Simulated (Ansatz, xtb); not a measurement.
Pulling on the B1–H5 bond in C2H3B (SMILES BC#C) (multiplicity 1 held, fragments rigid). Energies count from the point at 1.189 Å.
Geometry at that point (charge 0, multiplicity 1):
```xyz
6

B     -1.1934    -0.0518    -0.7150
C      0.0924     0.0040     0.0554
C      1.1293     0.0490     0.6766
H      2.0411     0.0886     1.2230
H     -1.9546     0.8608    -0.6666
H     -1.4500    -1.0086    -1.3734
```

R- and RO- levels are restricted; in cc, def2 and unpolarised 6-31G sets they are followed outwards from rest. Active spaces are followed from a long bond inwards. Curves can end on different states.

Cores are frozen in the correlated methods.

Codes used: Ansatz (Gaussian orbitals); xtb for the GFN methods. Each number belongs to the level named beside it. The GFN methods have no spin term and hold the electronic entropy of 300 K.

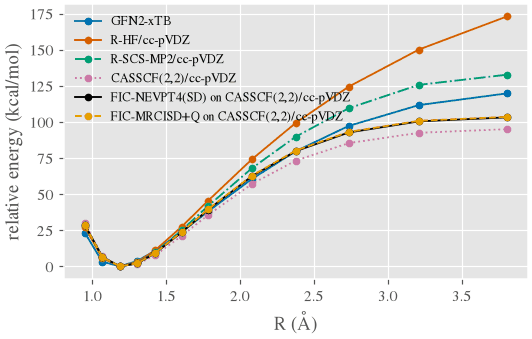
*Relative energy along the coordinate*

Doubts at one or more of the structures used: a restricted determinant that unrestricted orbitals would lower (R-HF/cc-pVDZ, R-SCS-MP2/cc-pVDZ).

Ansatz is a quantum-chemistry and plane-wave program.
